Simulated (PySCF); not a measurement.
**Run report: TaHO2, single-point calculation**

- system: TaHO2
- method: UHF/def2-svp, mp2 (PySCF 2.14.0)

Some settings of this run were made unusual or wrong on purpose.

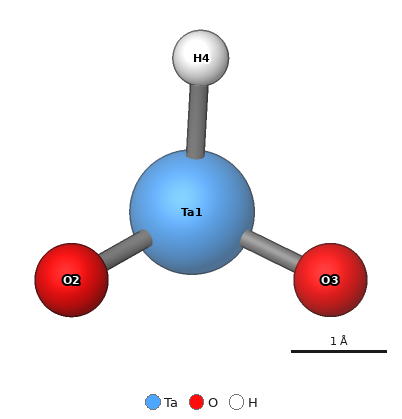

Figure 1. The input geometry (ball-and-stick view, seen at a tilt; atoms are numbered from 1 in the order of the input). Sticks mark near contacts. Bond lengths as drawn: H–Ta 1.78 Å and O–Ta 1.72 Å.

Input file
```python
from pyscf import gto, scf, mp

mol = gto.M(
    atom='Ta 0.1008 0 -0.1151; O -0.6226 1.3734 0.6307; O -0.6226 -1.3734 0.6307; H 1.7134 0 0.6358',
    basis='def2-svp',
    charge=0,
    spin=0,
    verbose=3,
)
mf = scf.UHF(mol)
mf.kernel()
mp.MP2(mf, frozen=2).kernel()
mf.dip_moment()
print('orbital energies (hartree):', [e[max(0, n-3):n+3].round(4) for e, n in zip(mf.mo_energy, mol.nelec)])
```

Command:
```bash
OMP_NUM_THREADS=1 python input.py
```

Log
```
WARN: ECP not specified. The basis set def2-svp include an ECP. Recommended ECP: def2-SVP.

converged SCF energy = -2512.95709139347  <S^2> = -4.9737992e-14  2S+1 = 1
E(UMP2) = -2513.25769198319  E_corr = -0.300600589719331
E(SCS-UMP2) = -2513.24694704977  E_corr = -0.289855656296367
Dipole moment(X, Y, Z, Debye):  6.88493, -0.00000, -8.91710
orbital energies (hartree): [array([-0.4993, -0.3242, -0.2579, -0.0148,  0.1513,  0.1819]), array([-0.4993, -0.3242, -0.2579, -0.0148,  0.1513,  0.1819])]
```

Outcome

```json
{"quantity": "outcome", "value": "converged"}
{"quantity": "SCF energy", "value": "−2512.957091 hartree"}
{"quantity": "dipole moment", "value": "11.27 D"}
{"quantity": "hardware", "value": "1 CPU thread, shared host"}
{"quantity": "wall time", "value": "2.5 s"}
```

What went wrong

Some settings of this run were drawn to be unusual or wrong. It converged; results that depend on the unusual settings are not reference values. Notes on the run: ECP not specified.
